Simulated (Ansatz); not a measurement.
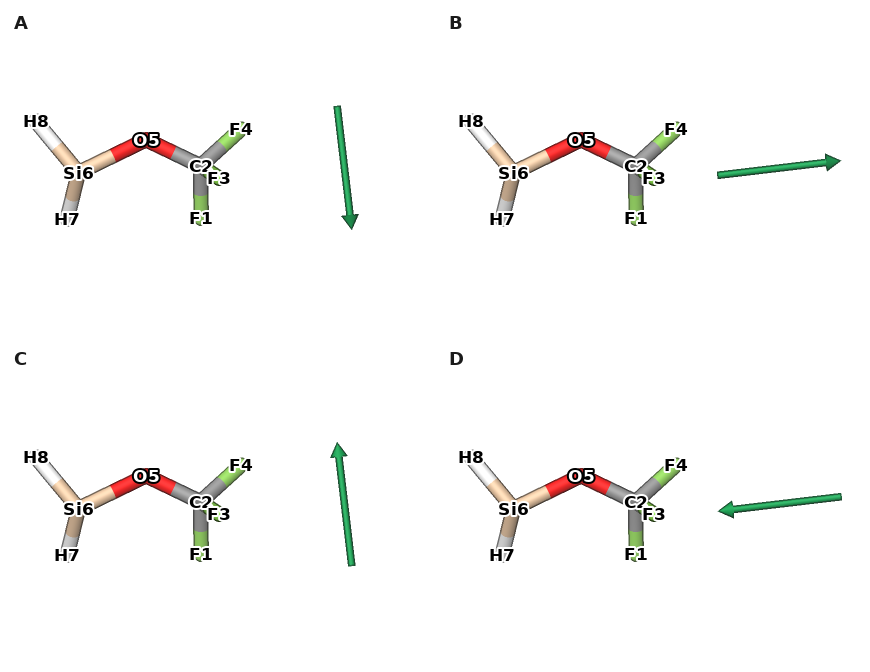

The same molecule four times, each with an arrow. Charge 0, doublet. The computed structure is the end point of a PBE0-D4/def2-TZVP optimisation. Method: UKS B3LYP-D4/def2-TZVPP (Ansatz 0.2.0).

Question: Which arrow points along the dipole moment, from the negative to the positive end?

Answer: D. The dipole moment is 2.01 D; it points from the side of F4 to the side of H8 (the outermost atoms at the two ends).
